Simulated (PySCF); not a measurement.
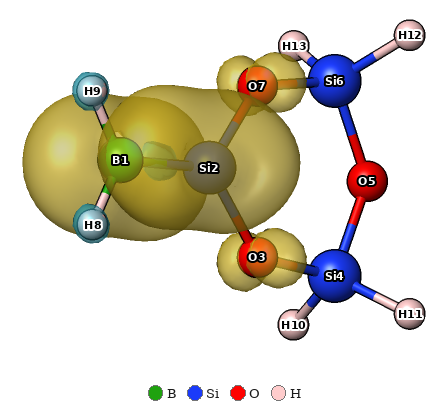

Figure 1: BH6O3Si3 (SMILES B[Si]1O[SiH2]O[SiH2]O1) (doublet). Isosurfaces of the spin density at +0.015 (yellow) and −0.015 e/Å³ (cyan), seen at an oblique angle.

Geometry: GFN2-xTB.

Theory: UKS B3LYP, pcH-1 on B H O Si, non-relativistic, mean-field spin-orbit, GIAO (PySCF 2.14.0, density-fitted response routines).

```yaml
atoms:
  - { symbol: B, position_ang: [2.9696, -0.7793, 0.0036] }
  - { symbol: Si, position_ang: [1.1677, -0.3066, -0.0014] }
  - { symbol: O, position_ang: [-0.1293, -1.2946, 0.1661] }
  - { symbol: Si, position_ang: [-1.7397, -1.0558, 0.1911] }
  - { symbol: O, position_ang: [-2.0312, 0.5333, -0.0019] }
  - { symbol: Si, position_ang: [-0.9960, 1.7736, -0.1978] }
  - { symbol: O, position_ang: [0.5244, 1.1914, -0.1729] }
  - { symbol: H, position_ang: [3.2815, -1.8993, 0.1349] }
  - { symbol: H, position_ang: [3.7925, 0.0430, -0.1238] }
  - { symbol: H, position_ang: [-2.1980, -1.4144, 1.5230] }
  - { symbol: H, position_ang: [-2.2848, -1.7320, -0.9739] }
  - { symbol: H, position_ang: [-1.2206, 2.3092, -1.5306] }
  - { symbol: H, position_ang: [-1.1406, 2.6320, 0.9658] }
```

### Describe the spin distribution.

The unpaired spin (1 electron) lies mostly on B1 (about 0.4) and Si2 (about 0.4), in electrons by Hirshfeld's partition.
